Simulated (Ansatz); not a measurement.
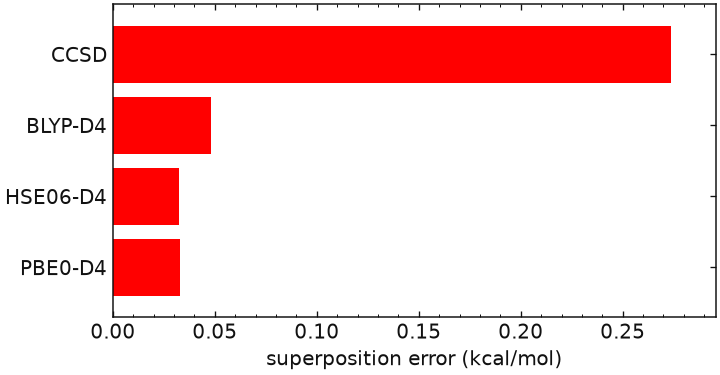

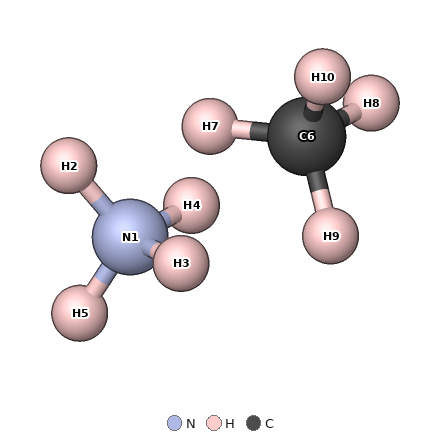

Basis-set superposition error of the pair H₄N⁺ and CH₄ (SMILES [NH4+].C) at one optimised PBE0-D4 geometry, drawn, with the closest contact H4···C6 2.12 Å (H···H pairs aside; other arrangements can bind more strongly; the cost of deforming the partners isn't counted), def2-TZVPPD, the Ansatz code; cores frozen in correlated methods.

What range do the values span?

From 0.03 kcal/mol (HSE06-D4) to 0.27 kcal/mol (CCSD).

Give the values.

| level | kcal/mol |
| --- | --- |
| CCSD | 0.27 |
| BLYP-D4 | 0.05 |
| HSE06-D4 | 0.03 |
| PBE0-D4 | 0.03 |
